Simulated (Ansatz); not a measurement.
# CH6SeSn (SMILES [CH3][SnH2][SeH]): PBE0/def2-SVP (core potential)

Aim: the electronic atomisation energy of CH6SeSn at PBE0/def2-SVP (core potential), from 5 runs. 

The results are computed with Ansatz 0.2.0.

26 further runs of the same task are left out: 26 set aside as unsound or not needed.

### Step 1. The structure to begin with

CH6SeSn has 9 atoms, charge 0, and is taken as a singlet. As SMILES, `[CH3][SnH2][SeH]`. Geometry: relaxed at PBE0-D4/def2-TZVP. This is one conformer, not always the lowest.

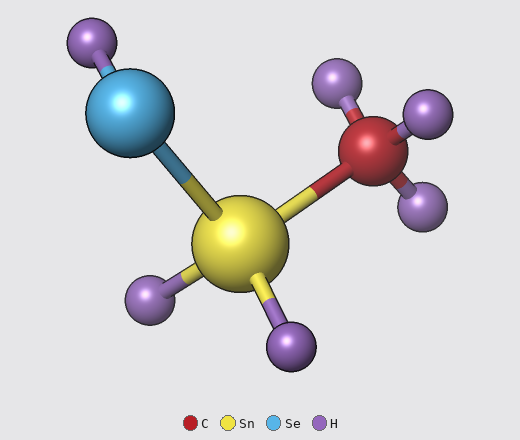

The structure, seen from a chosen angle (carbon red, tin yellow, selenium blue, hydrogen purple).

### Step 2. The energy at PBE0/def2-SVP (core potential)

File run.yaml:

```yaml
crystal:
  periodic: [false, false, false]
  atoms:
    - {symbol: C, position_ang: [-0.174500, 1.157500, -0.743700]}
    - {symbol: Sn, position_ang: [0.300500, -0.850100, -0.190700]}
    - {symbol: Se, position_ang: [0.644400, -0.976600, 2.322400]}
    - {symbol: H, position_ang: [0.629100, 1.819800, -0.423700]}
    - {symbol: H, position_ang: [-1.102000, 1.460200, -0.258200]}
    - {symbol: H, position_ang: [-0.295900, 1.229200, -1.825300]}
    - {symbol: H, position_ang: [-0.953000, -1.923600, -0.638000]}
    - {symbol: H, position_ang: [1.791400, -1.359500, -0.847800]}
    - {symbol: H, position_ang: [-0.751400, -0.603200, 2.587900]}
basis:
  gaussian: {orbitals: def2-SVP}
hamiltonian: {xc: {name: PBE0}}
accuracy: high
output: {orbitals: {seedname: orbitals}}
```

Run with:

```bash
$ ansatz run run.yaml --threads 1 --pin off --max-ram 2610MiB --events-out events.jsonl --progress --plain --runs-dir runs
```

The program printed:

```text
Warning: RAYON_NUM_THREADS=1 ignored (pool sized by the plan → 1); use --threads N
Functional definition: PBE0
  name "PBE0"
  parameter a = 0.25
  parameter kappa = 0.804
  parameter beta = 0.06672455060314922
  exchange = (1 - a)*pbe_x(kappa = kappa, mu = beta*pi^2/3) + a*exact_x
  correlation = pbe_c(beta = beta)
2314 factors; integrals over basis functions are off by at most 1.4e-8 eV
mean field evaluation 1: about -72293.8311 eV, gradient 4.2e1 eV
mean field evaluation 2: about -72291.1704 eV, gradient 5.0e1 eV
mean field evaluation 4: about -72298.2875 eV, gradient 1.5e0 eV
mean field evaluation 8: about -72298.4138 eV, gradient 1.3e-1 eV
mean field evaluation 16: about -72298.4139 eV, gradient 3.4e-5 eV
mean field -72298.41385600 eV, -2656.9177035828 hartree, gradient 6.1e-8 eV, S^2 0.000000; 0 other end points of the search recorded, 0 dependent functions left out
reference -72298.41385882 eV, -2656.9177036867 hartree; 34, 34 occupied and 68, 68 virtual orbitals, 2314 factors
Total energy: -72298.41385882 eV, -2656.9177036867 hartree
```

Wall time 12 s (1 thread of Arm Neoverse V1, shared host); peak memory 0.4 GiB.

### Step 3. The C atom, same level

File input.yaml:

```yaml
crystal:
  periodic: [false, false, false]
  atoms:
    - {symbol: C, position_ang: [0.000000, 0.000000, 0.000000]}
basis:
  gaussian: {orbitals: def2-SVP}
magnetization: {spin_polarized: true, initial_magnetization: 2}
hamiltonian: {xc: {name: PBE0}}
accuracy: high
```

Run the same way, it converges to -37.76066 Eh (log not shown).

### Step 4. The H atom at the same level

File job.yaml:

```yaml
crystal:
  periodic: [false, false, false]
  atoms:
    - {symbol: H, position_ang: [0.000000, 0.000000, 0.000000]}
basis:
  gaussian: {orbitals: def2-SVP}
accuracy: high
hamiltonian: {xc: pbe0}
magnetization: {spin_polarized: true, initial_magnetization: 1}
```

Run the same way, it converges to -0.50029 Eh (log not shown).

### Step 5. The Se atom at the same level

File job.yaml:

```yaml
crystal:
  periodic: [false, false, false]
  atoms:
    - symbol: Se
      position_ang: [0.000000, 0.000000, 0.000000]
basis:
  gaussian:
    orbitals: def2-SVP
magnetization:
  spin_polarized: true
  initial_magnetization: 2
hamiltonian:
  xc: pbe0
accuracy: high
```

Run the same way, it converges to -2400.91098 Eh (log not shown).

### Step 6. The Sn atom at the same level

File input.yaml:

```yaml
crystal:
  periodic: [false, false, false]
  atoms:
    - {symbol: Sn, position_ang: [0.000000, 0.000000, 0.000000]}
basis:
  gaussian:
    orbitals: def2-SVP
hamiltonian:
  xc: {name: PBE0}
magnetization:
  spin_polarized: true
  initial_magnetization: 2
accuracy: high
```

Run with:

```bash
$ ansatz run input.yaml --threads 1 --pin off --max-ram 2610MiB --events-out events.jsonl --progress --plain --runs-dir runs
```

The program printed:

```text
Warning: RAYON_NUM_THREADS=1 ignored (pool sized by the plan → 1); use --threads N
Functional definition: PBE0
  name "PBE0"
  parameter a = 0.25
  parameter kappa = 0.804
  parameter beta = 0.06672455060314922
  exchange = (1 - a)*pbe_x(kappa = kappa, mu = beta*pi^2/3) + a*exact_x
  correlation = pbe_c(beta = beta)
223 factors; integrals over basis functions are off by at most 2.0e-9 eV
mean field evaluation 1: about -5830.1187 eV, gradient 1.8e0 eV
mean field evaluation 2: about -5830.1527 eV, gradient 5.7e-1 eV
mean field evaluation 4: about -5830.1544 eV, gradient 5.7e-1 eV
mean field evaluation 8: about -5830.1562 eV, gradient 8.0e-4 eV
mean field evaluation 16: about -5830.1562 eV, gradient 3.0e-8 eV
mean field evaluation 32: about -5830.1562 eV, gradient 1.2e-7 eV
mean field -5830.15623762 eV, -214.2542899105 hartree, gradient 7.1e-9 eV, S^2 2.002905; 1 other end points of the search recorded, 0 dependent functions left out
reference -5830.15623911 eV, -214.2542899654 hartree; 12, 10 occupied and 14, 16 virtual orbitals, 223 factors
Total energy: -5830.15623911 eV, -214.2542899654 hartree
```

Wall time 2.4 s (1 thread of Arm Neoverse V1, shared host).

### Step 7. Outcome

Level: PBE0/def2-SVP (core potential).

| quantity | value |
| --- | --- |
| molecule: total energy | -2656.91770 Eh |
| molecule: HOMO energy | -6.63 eV |
| molecule: LUMO energy | -0.17 eV |
| molecule: HOMO–LUMO gap | 6.46 eV |
| C atom: total energy | -37.76066 Eh |
| C atom: ⟨S²⟩ | 2.002 |
| H atom: total energy | -0.50029 Eh |
| H atom: ⟨S²⟩ | 0.750 |
| Se atom: total energy | -2400.91098 Eh |
| Se atom: ⟨S²⟩ | 2.002 |
| Sn atom: total energy | -214.25429 Eh |
| Sn atom: ⟨S²⟩ | 2.003 |
| electronic atomisation energy | 26.940 eV |

What this shows: Taking the molecule apart into free atoms costs 26.94 eV (621 kcal/mol), before zero-point energy and without spin-orbit coupling.
